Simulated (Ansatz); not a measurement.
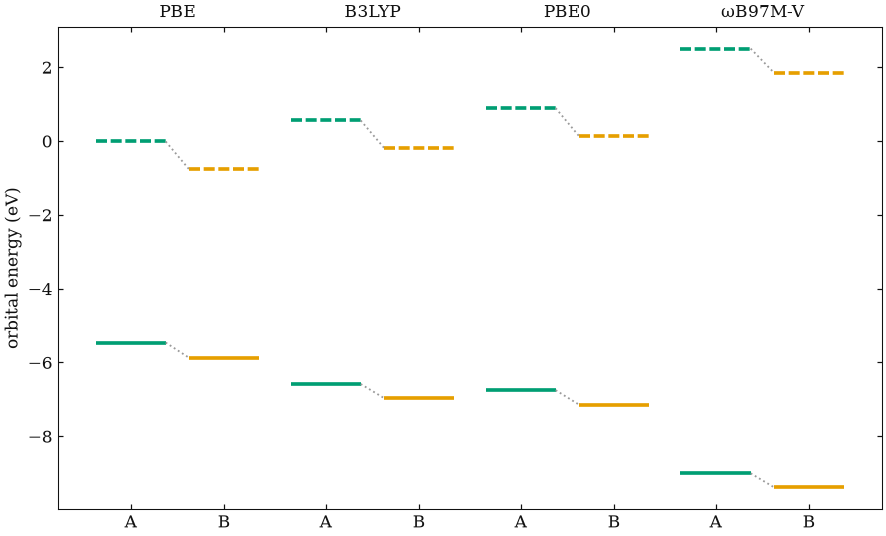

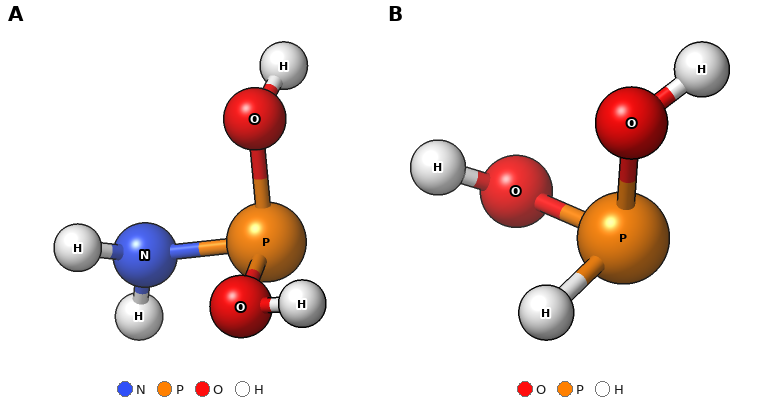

One change: A, PNH₄O₂ (SMILES NP(O)O, trivalent P–OH tautomer), becomes B, PH₃O₂ (SMILES OPO, trivalent P–OH tautomer). NH₂ on P is replaced by H. HOMO (solid) and LUMO (dashed) computed in def2-TZVPP at PBE0-D4/def2-TZVP geometries, both minima by their frequencies, gas phase, the Ansatz code. Empty levels above zero depend strongly on the basis.

What does the change do to HOMO and LUMO?

PBE: the HOMO falls by 0.41 eV, the LUMO falls by 0.75 eV, and the separation goes from 5.45 to 5.11 eV. B3LYP: the HOMO falls by 0.38 eV, the LUMO falls by 0.74 eV, and the separation goes from 7.14 to 6.78 eV. PBE0: the HOMO falls by 0.39 eV, the LUMO falls by 0.76 eV, and the separation goes from 7.64 to 7.28 eV. ωB97M-V: the HOMO falls by 0.38 eV, the LUMO falls by 0.66 eV, and the separation goes from 11.51 to 11.23 eV.

Do the functionals agree on the effect?

They agree on the direction for both levels; the HOMO shift lies between −0.41 and −0.38 eV and the LUMO shift between −0.76 and −0.66 eV, while the separations themselves differ by up to 6.1 eV between functionals.
